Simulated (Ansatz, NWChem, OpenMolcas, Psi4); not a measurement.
**Computed against measured: dipole moment**

6 molecules without hydrogen; the dipole moment in D, computed less measured. Shapes, held fixed at every level: PBE0-D4/def2-TZVP. No vibrational averaging. Dipoles are compared by magnitude; molecules under 1 D, whose direction can flip, are left out. Programs: Ansatz 0.2.0, NWChem 7.3.0, OpenMolcas 26.06, Psi4 1.11. A level may come from different programs for different species; with the same settings they agree closely. Measured values: NIST CCCBDB.

Levels: A = HF/def2-SVP; B = PBE0/def2-SVP; C = B3LYP/6-31G* (Cartesian functions); D = B3LYP-D4/def2-TZVPP.

```csv
molecule,measured,A,B,C,D
NS (Mononitrogen monosulfide),1.81,-0.17,+0.01,-0.08,+0.08
NOF (nitrosyl fluoride),1.81,-0.24,-0.56,-0.70,-0.42
SO2 (sulfur dioxide),1.63,+0.66,+0.12,+0.08,+0.10
AsF3 (SMILES F[As](F)F),2.59,+0.40,-0.13,-0.32,-0.06
PF3 (phosphorus trifluoride),1.03,+0.52,+0.07,-0.05,+0.02
SCl2O2 (sulfuryl chloride),1.81,+0.48,-0.18,-0.33,+0.05
```

Task: Which level does best on this set, which worst, and which err to one side?

Result: 
| level | kind | mean error | mean absolute error | worst case |
| --- | --- | --- | --- | --- |
| HF/def2-SVP | Hartree–Fock | +0.275 | 0.412 | SO2 |
| PBE0/def2-SVP | global hybrid | -0.112 | 0.178 | NOF |
| B3LYP/6-31G* (Cartesian functions) | global hybrid | -0.233 | 0.260 | NOF |
| B3LYP-D4/def2-TZVPP | global hybrid | -0.038 | 0.122 | NOF |

On this set B3LYP-D4/def2-TZVPP has the smallest mean absolute error and HF/def2-SVP the largest. HF/def2-SVP is too high in 4 of 6; PBE0/def2-SVP is too low in 3 of 6; B3LYP/6-31G* (Cartesian functions) is too low in 5 of 6. The levels differ in basis as well as in method. The tabulated value of NOF is in doubt (older tables, estimates, or at odds with other calculations) and kept here. Over the 5 molecules whose values aren't doubted the mean absolute errors are A 0.446; B 0.102; C 0.172; D 0.062. Spin contamination: NS (⟨S²⟩ up to 1.14). Open shells run unrestricted. Relativity is left out for As. The set is small.

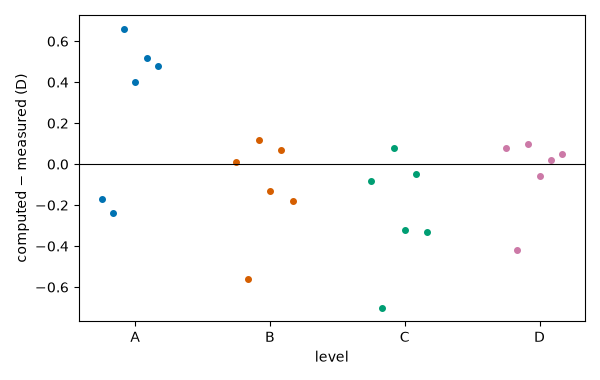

Errors of each level, one point a molecule.
